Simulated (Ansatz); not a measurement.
Geometry relaxation of BSiN₂H₆Cl (part 2 of 2)

Continued. System: BSiN₂H₆Cl. Method: RKS LDA/STO-3G (Ansatz 0.2.0). It belongs to a series of runs on one base structure; here: start relaxed.

Geometry of the input (Å):
```
N  -1.3368  1.1143  0.5206
B  -0.3131  0.8449  -0.5231
Cl 0.5955  2.2322  -1.3263
N  -0.0025  -0.5803  -0.9746
Si 0.6962  -1.4804  0.3679
H  -2.0587  1.8357  0.0590
H  -0.8939  1.6768  1.2934
H  0.6618  -0.5553  -1.7528
H  -0.2133  -1.4896  1.5820
H  1.9515  -0.8048  0.7890
H  0.9787  -2.8504  -0.0145
```

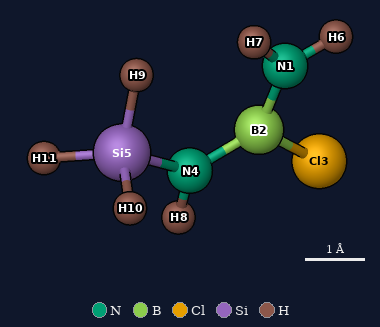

The geometry at step 16 of the log (ball-and-stick view, seen at a tilt; atoms are numbered from 1 in the order of the input).

**Trajectory as extended XYZ, continued**
```
11
Properties=species:S:1:pos:R:3:forces:R:3 step=5 energy=-23774.66926
N    -1.2177    1.1183    0.5250    0.0891   0.3919  -0.1205
B    -0.3063    0.8994   -0.5901    0.0626   0.0724  -0.3875
Cl    0.0390    2.2162   -1.8508   -0.3650  -0.5028   0.2258
N     0.3432   -0.3177   -0.8135    0.1539  -0.0065   0.4402
Si    0.6692   -1.5252    0.4692    0.0187   0.3568  -0.2847
H    -2.0105    1.7455    0.2193    0.1640   0.0494   0.0971
H    -0.7733    1.6273    1.3372   -0.0776  -0.3355  -0.0027
H     0.9570   -0.3737   -1.6608    0.0844   0.0569   0.0749
H    -0.3840   -1.4708    1.4665    0.0345   0.0311  -0.1001
H     1.9523   -1.1282    1.0375   -0.1125  -0.1788   0.0897
H     0.7965   -2.8481   -0.1188   -0.0523   0.0651  -0.0322
11
Properties=species:S:1:pos:R:3:forces:R:3 step=6 energy=-23774.84627
N    -1.2194    1.1333    0.4975    0.1716   0.8565   0.1716
B    -0.3236    0.9000   -0.6167    0.1705   0.1785  -0.4617
Cl   -0.1151    2.1686   -1.9620   -0.3552  -0.6674   0.4377
N     0.4169   -0.2769   -0.7821   -0.0315   0.0448   0.4263
Si    0.6785   -1.5143    0.4758    0.0980   0.2768  -0.1253
H    -1.9647    1.8441    0.2443    0.4021  -0.1417   0.1984
H    -0.7509    1.5022    1.3836   -0.4024  -0.5994  -0.5098
H     1.0276   -0.3378   -1.6279    0.0994   0.0700   0.0176
H    -0.4079   -1.4519    1.4404    0.0902   0.0438  -0.1334
H     1.9574   -1.1978    1.1133   -0.2215  -0.1517  -0.0143
H     0.7666   -2.8265   -0.1457   -0.0211   0.0900  -0.0072
11
Properties=species:S:1:pos:R:3:forces:R:3 step=8 energy=-23775.25544
N    -1.1714    1.2751    0.4370    0.5704   0.1906   0.4832
B    -0.3306    0.9059   -0.6475   -0.3904   0.5404  -0.2681
Cl   -0.4321    1.9904   -2.1239   -0.0234  -0.4199   0.2364
N     0.5166   -0.2059   -0.7050    0.3720  -0.2250   0.0586
Si    0.7238   -1.4900    0.4907   -0.2259   0.0207  -0.0560
H    -1.7952    2.1049    0.3010    0.2162  -0.1115   0.0970
H    -0.8191    1.2165    1.4334   -0.4792  -0.2414  -0.6108
H     1.0813   -0.3146   -1.5786   -0.0737   0.1248   0.0994
H    -0.4445   -1.4647    1.3514    0.0699   0.0056   0.0106
H     1.9305   -1.3251    1.2934   -0.0655   0.0742  -0.1093
H     0.8062   -2.7495   -0.2312    0.0297   0.0414   0.0593
11
Properties=species:S:1:pos:R:3:forces:R:3 step=9 energy=-23775.37814
N    -1.0424    1.3618    0.4587   -0.0211   0.1522  -0.4230
B    -0.3245    0.9113   -0.6627    0.0224   0.2436   0.1517
Cl   -0.5378    1.8869   -2.1824    0.0212  -0.1188   0.1414
N     0.5496   -0.1868   -0.6979   -0.0814  -0.0683  -0.1384
Si    0.7076   -1.4751    0.4844    0.0944   0.0457   0.0150
H    -1.6597    2.1878    0.3671   -0.1484   0.1535   0.0095
H    -0.9359    1.0543    1.4397    0.1180  -0.3322   0.1867
H     1.0682   -0.3033   -1.5937    0.0217  -0.0770  -0.0063
H    -0.4928   -1.4998    1.2926   -0.0425   0.0498   0.0628
H     1.8670   -1.2623    1.3362   -0.0057  -0.0154   0.0227
H     0.8661   -2.7316   -0.2215    0.0214  -0.0330  -0.0220
11
Properties=species:S:1:pos:R:3:forces:R:3 step=10 energy=-23775.39351
N    -1.0818    1.3393    0.4366    0.1194   0.1718  -0.0775
B    -0.3169    0.9238   -0.6628   -0.0790   0.0867  -0.0741
Cl   -0.4889    1.9219   -2.1639    0.0429   0.0098  -0.0022
N     0.5333   -0.1919   -0.7111   -0.0175  -0.1743   0.0278
Si    0.7232   -1.4581    0.4939   -0.0027  -0.0098  -0.0322
H    -1.5989    2.2357    0.4024   -0.1776   0.1250  -0.0567
H    -1.0089    0.9643    1.3978    0.0667  -0.2856   0.1983
H     1.0031   -0.3513   -1.6259    0.0669   0.0032  -0.0329
H    -0.4691   -1.4758    1.3168   -0.0142   0.0265   0.0565
H     1.8884   -1.2421    1.3374   -0.0033   0.0475  -0.0118
H     0.8819   -2.7226   -0.2005   -0.0015  -0.0009   0.0047
11
Properties=species:S:1:pos:R:3:forces:R:3 step=12 energy=-23775.41513
N    -1.0635    1.3329    0.4353    0.0714   0.1295  -0.0319
B    -0.3117    0.9297   -0.6765   -0.0457   0.0008   0.0012
Cl   -0.4456    1.9633   -2.1544    0.0375   0.0148  -0.0104
N     0.5088   -0.2099   -0.7339   -0.0540  -0.0509   0.0288
Si    0.7140   -1.4468    0.4984    0.0481   0.0470  -0.0518
H    -1.6000    2.2198    0.4257   -0.1121   0.0522   0.0005
H    -1.0371    0.8765    1.3661    0.0151  -0.1435   0.0825
H     1.0001   -0.3565   -1.6392    0.0629  -0.0581  -0.0281
H    -0.4541   -1.4334    1.3578   -0.0103   0.0218  -0.0006
H     1.8987   -1.2034    1.3068    0.0002   0.0111  -0.0067
H     0.8559   -2.7290   -0.1654   -0.0131  -0.0245   0.0166
11
Properties=species:S:1:pos:R:3:forces:R:3 step=13 energy=-23775.42433
N    -1.0307    1.3421    0.4440   -0.0649  -0.2035   0.3982
B    -0.3063    0.9373   -0.6864    0.0311  -0.0245   0.0587
Cl   -0.4014    2.0011   -2.1448    0.0124  -0.0030   0.0017
N     0.4863   -0.2255   -0.7566   -0.0098   0.0440  -0.0644
Si    0.7165   -1.4318    0.4991   -0.0538  -0.0163  -0.0078
H    -1.6229    2.1971    0.4494    0.0337  -0.0704   0.0021
H    -1.0717    0.7907    1.3371    0.0199   0.2499  -0.4251
H     0.9944   -0.3698   -1.6551   -0.0059  -0.0273   0.0362
H    -0.4409   -1.3814    1.3740    0.0372   0.0197   0.0129
H     1.9183   -1.1747    1.2788   -0.0126   0.0020  -0.0158
H     0.8238   -2.7419   -0.1187    0.0127   0.0293   0.0033
11
Properties=species:S:1:pos:R:3:forces:R:3 step=14 energy=-23775.42910
N    -1.0500    1.3086    0.4378    0.0368  -0.0567  -0.0015
B    -0.2991    0.9361   -0.6874   -0.0281  -0.0092   0.0728
Cl   -0.3707    2.0336   -2.1192    0.0147   0.0230  -0.0412
N     0.4948   -0.2239   -0.7666   -0.0081  -0.0081   0.0393
Si    0.7176   -1.4177    0.5028    0.0004   0.0388  -0.0487
H    -1.6385    2.1635    0.4511   -0.0220  -0.0069   0.0249
H    -1.1109    0.7308    1.3025   -0.0072   0.0705  -0.0700
H     1.0161   -0.3668   -1.6566    0.0053  -0.0039  -0.0037
H    -0.4014   -1.2818    1.4166    0.0245  -0.0377   0.0168
H     1.9592   -1.1959    1.2277   -0.0028  -0.0057   0.0001
H     0.7485   -2.7434   -0.0881   -0.0136  -0.0041   0.0114
11
Properties=species:S:1:pos:R:3:forces:R:3 step=16 energy=-23775.43193
N    -1.0805    1.3082    0.4243   -0.0002   0.0108  -0.0184
B    -0.3023    0.9416   -0.6828   -0.0011  -0.0173   0.0311
Cl   -0.3434    2.0379   -2.1187   -0.0007   0.0099  -0.0096
N     0.5018   -0.2124   -0.7486    0.0188  -0.0216  -0.0159
Si    0.7294   -1.4217    0.5044   -0.0227   0.0223   0.0117
H    -1.6774    2.1577    0.4284   -0.0001  -0.0067   0.0023
H    -1.1496    0.7360    1.2899   -0.0019   0.0002  -0.0006
H     1.0361   -0.3456   -1.6334   -0.0091   0.0093   0.0157
H    -0.3435   -1.2623    1.4678    0.0114   0.0003  -0.0041
H     2.0072   -1.2497    1.1770    0.0092  -0.0001  -0.0028
H     0.6877   -2.7466   -0.0877   -0.0035  -0.0073  -0.0094
11
Properties=species:S:1:pos:R:3:forces:R:3 step=17 energy=-23775.43255
N    -1.1109    1.2967    0.4105    0.0032   0.0081  -0.0179
B    -0.3028    0.9437   -0.6794   -0.0065  -0.0354   0.0418
Cl   -0.3216    2.0438   -2.1124   -0.0035   0.0230  -0.0153
N     0.5150   -0.2016   -0.7339    0.0457  -0.0018  -0.0497
Si    0.7393   -1.4210    0.5090    0.0015  -0.0222   0.0398
H    -1.7138    2.1419    0.4096    0.0037  -0.0028  -0.0109
H    -1.1894    0.7212    1.2729    0.0028  -0.0081   0.0095
H     1.0679   -0.3214   -1.6099   -0.0265   0.0142   0.0289
H    -0.2862   -1.2071    1.5160    0.0624  -0.0253  -0.0391
H     2.0587   -1.3076    1.1189   -0.0847  -0.0109  -0.0314
H     0.6092   -2.7454   -0.0809    0.0018   0.0613   0.0444
11
Properties=species:S:1:pos:R:3:forces:R:3 step=18 energy=-23775.43306
N    -1.1097    1.2953    0.4106    0.0016  -0.0015  -0.0113
B    -0.3027    0.9429   -0.6802   -0.0018  -0.0140   0.0338
Cl   -0.3224    2.0467   -2.1109   -0.0032   0.0124  -0.0115
N     0.5163   -0.2013   -0.7360    0.0226  -0.0099  -0.0292
Si    0.7382   -1.4203    0.5079    0.0038  -0.0056   0.0316
H    -1.7128    2.1402    0.4095    0.0006   0.0001  -0.0067
H    -1.1876    0.7194    1.2729    0.0013  -0.0023   0.0029
H     1.0676   -0.3212   -1.6123   -0.0126   0.0086   0.0153
H    -0.2847   -1.2071    1.5155    0.0267  -0.0121  -0.0231
H     2.0542   -1.3063    1.1203   -0.0364  -0.0068  -0.0195
H     0.6090   -2.7454   -0.0766   -0.0027   0.0311   0.0178
11
Properties=species:S:1:pos:R:3:forces:R:3 step=20 energy=-23775.43383
N    -1.1349    1.2798    0.3982   -0.0056  -0.0071   0.0135
B    -0.3022    0.9422   -0.6772    0.0171   0.0053  -0.0146
Cl   -0.3119    2.0551   -2.1029   -0.0022  -0.0058   0.0047
N     0.5356   -0.1887   -0.7263   -0.0093  -0.0031   0.0086
Si    0.7456   -1.4178    0.5099    0.0050  -0.0068   0.0145
H    -1.7439    2.1205    0.3875    0.0006  -0.0034   0.0019
H    -1.2147    0.7073    1.2630    0.0008   0.0045  -0.0121
H     1.0999   -0.2952   -1.5957    0.0009  -0.0002   0.0024
H    -0.2294   -1.1594    1.5521    0.0057  -0.0032  -0.0111
H     2.0863   -1.3620    1.0717   -0.0133  -0.0014  -0.0135
H     0.5349   -2.7388   -0.0597    0.0004   0.0211   0.0057
11
Properties=species:S:1:pos:R:3:forces:R:3 step=21 energy=-23775.43378 accepted=F
N    -1.1564    1.2661    0.3872    0.0157  -0.0065  -0.0028
B    -0.2984    0.9443   -0.6736   -0.0268  -0.0045  -0.0206
Cl   -0.3026    2.0605   -2.0972    0.0080  -0.0019   0.0141
N     0.5523   -0.1772   -0.7158   -0.0017   0.0111   0.0092
Si    0.7519   -1.4150    0.5133    0.0164  -0.0387   0.0298
H    -1.7714    2.1023    0.3701    0.0012  -0.0052   0.0032
H    -1.2429    0.6913    1.2499    0.0061   0.0054  -0.0103
H     1.1290   -0.2731   -1.5784   -0.0020  -0.0038   0.0072
H    -0.1790   -1.1139    1.5863    0.0408  -0.0206  -0.0379
H     2.1163   -1.4128    1.0235   -0.0684  -0.0006  -0.0218
H     0.4665   -2.7296   -0.0447    0.0107   0.0653   0.0299
11
Properties=species:S:1:pos:R:3:forces:R:3 step=22 energy=-23775.43403
N    -1.1453    1.2721    0.3925   -0.0016  -0.0015  -0.0081
B    -0.3018    0.9421   -0.6771    0.0112   0.0145   0.0014
Cl   -0.3052    2.0593   -2.0992   -0.0035  -0.0066   0.0029
N     0.5432   -0.1835   -0.7215   -0.0079   0.0030   0.0027
Si    0.7485   -1.4153    0.5125    0.0029  -0.0142  -0.0003
H    -1.7574    2.1104    0.3799   -0.0003  -0.0015   0.0022
H    -1.2271    0.6982    1.2559    0.0006  -0.0025  -0.0015
H     1.1142   -0.2853   -1.5871    0.0006  -0.0023   0.0039
H    -0.2050   -1.1370    1.5694    0.0132  -0.0021  -0.0075
H     2.1011   -1.3857    1.0468   -0.0183  -0.0003  -0.0049
H     0.5003   -2.7322   -0.0515    0.0031   0.0135   0.0092
11
Properties=species:S:1:pos:R:3:forces:R:3 step=24 energy=-23775.43415
N    -1.1521    1.2673    0.3886    0.0025  -0.0002  -0.0086
B    -0.3006    0.9433   -0.6766   -0.0010   0.0067   0.0018
Cl   -0.3018    2.0621   -2.0973   -0.0002  -0.0033   0.0024
N     0.5481   -0.1796   -0.7186   -0.0033   0.0002   0.0020
Si    0.7500   -1.4143    0.5129    0.0031  -0.0043   0.0052
H    -1.7661    2.1042    0.3752   -0.0004  -0.0011   0.0021
H    -1.2352    0.6920    1.2508    0.0010  -0.0016  -0.0004
H     1.1232   -0.2786   -1.5818    0.0006  -0.0011   0.0018
H    -0.1870   -1.1229    1.5805    0.0037  -0.0022  -0.0049
H     2.1082   -1.4015    1.0320   -0.0058  -0.0002  -0.0041
H     0.4787   -2.7289   -0.0451   -0.0002   0.0072   0.0028
11
Properties=species:S:1:pos:R:3:forces:R:3 step=25 energy=-23775.43421
N    -1.1630    1.2596    0.3822    0.0078  -0.0005  -0.0121
B    -0.2998    0.9443   -0.6762   -0.0087   0.0006   0.0069
Cl   -0.2956    2.0664   -2.0940    0.0011  -0.0001   0.0005
N     0.5556   -0.1738   -0.7138    0.0016   0.0011  -0.0012
Si    0.7528   -1.4124    0.5145    0.0014  -0.0114   0.0108
H    -1.7798    2.0945    0.3677   -0.0002  -0.0006   0.0015
H    -1.2474    0.6827    1.2432    0.0006  -0.0011   0.0012
H     1.1374   -0.2683   -1.5730   -0.0015   0.0007   0.0020
H    -0.1601   -1.1013    1.5978    0.0101  -0.0046  -0.0103
H     2.1209   -1.4259    1.0077   -0.0159  -0.0002  -0.0061
H     0.4443   -2.7227   -0.0355    0.0038   0.0162   0.0068
```
